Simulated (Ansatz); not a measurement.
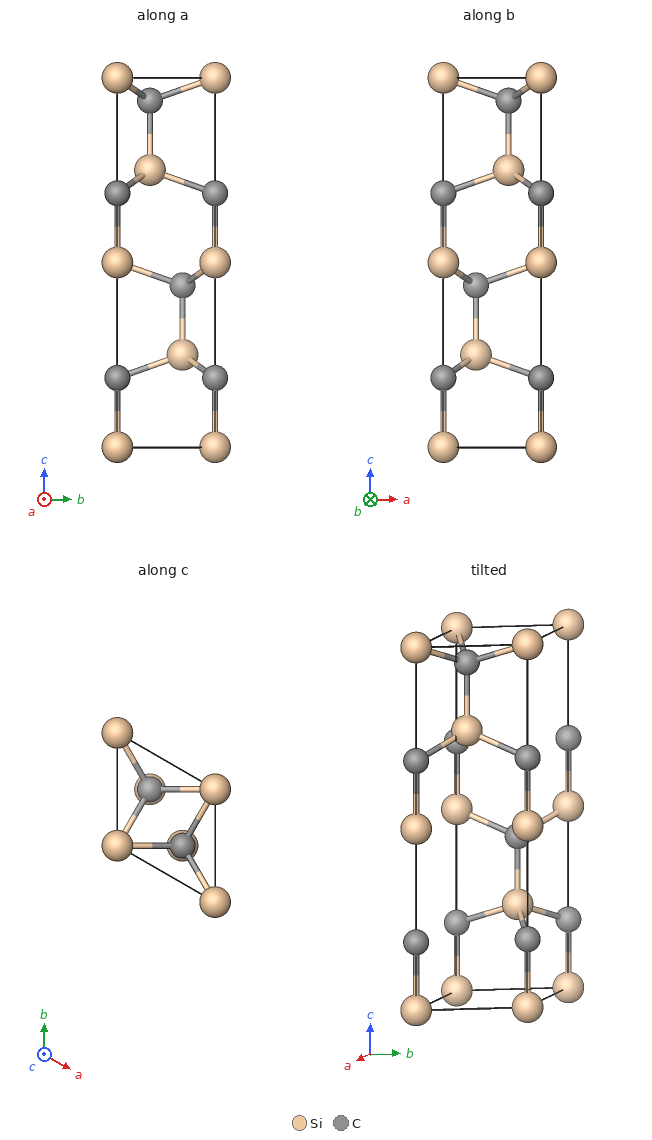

The image is a ball-and-stick drawing of a crystal, viewed along the a axis, along the b axis, along the c axis and slightly off an axis. The lines enclose the conventional unit cell; boundary atoms appear with their images.

Lattice parameters: a = 3.0776 Å, b = 3.0776 Å, c = 10.0767 Å, α = 90.000°, β = 90.000°, γ = 120.000°.

> Reconstruct the structure as a CIF in P1 with every atom of the cell, with free fractional coordinates to two decimals.

```cif
data_structure
_symmetry_space_group_name_H-M 'P 1'
_symmetry_Int_Tables_number 1
_cell_length_a 3.0776
_cell_length_b 3.0776
_cell_length_c 10.0767
_cell_angle_alpha 90.000
_cell_angle_beta 90.000
_cell_angle_gamma 120.000
_cell_volume 82.65
loop_
_atom_site_label
_atom_site_type_symbol
_atom_site_fract_x
_atom_site_fract_y
_atom_site_fract_z
_atom_site_occupancy
Si1 Si 0.00 0.00 0.00 1
Si2 Si 0.3333 0.6667 0.25 1
Si3 Si 0.00 0.00 0.50 1
Si4 Si 0.6667 0.3333 0.75 1
C1 C 0.00 0.00 0.19 1
C2 C 0.3333 0.6667 0.44 1
C3 C 0.00 0.00 0.69 1
C4 C 0.6667 0.3333 0.94 1
```

Its origin is a structure type filled with these elements by a generator (whether the compound takes this form wasn't checked). It is drawn as it came out of a relaxation with DFT, r2SCAN, plane waves, PAW (Ansatz 0.2.0).
